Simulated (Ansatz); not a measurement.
The figure comes from a scan of Sb (A7 type, space group R-3m): the cell is scaled evenly about its relaxed volume V₀. These are PBE-D3(BJ) (plane waves to 420 eV, PAW, scalar-relativistic; Ansatz, an electronic-structure program) values and carry that method's errors. k mesh 13×13×13 (Γ-centred), Fermi-Dirac smearing 0.05 eV. Energies are smeared free energies. Sb was relaxed with its symmetry unable to fall. Spin-orbit coupling is left out, though Sb is heavy. ΔE is measured from the relaxed starting cell.

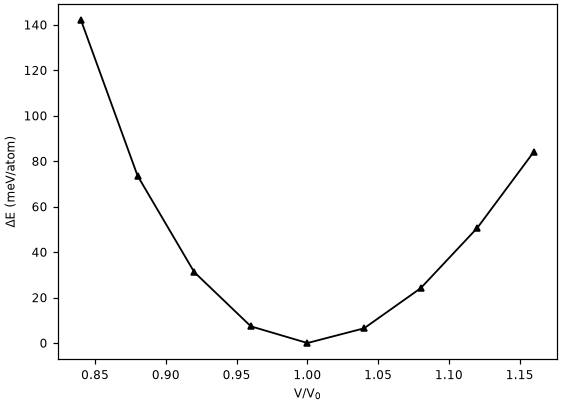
Figure. ΔE (meV/atom) against V/V₀; markers are the computed points, lines only join them.

Question: Read the plotted values off the figure, to the accuracy that the plot allows.

Answer: To the nearest 2:

```tsv
V/V₀	ΔE (meV/atom)
0.840	142
0.880	74
0.920	32
0.960	8
1.000	0
1.040	6
1.080	24
1.120	50
1.160	84
```

(A scan under strain: stresses follow from slopes of the energy per volume, elastic moduli from its curvatures.)
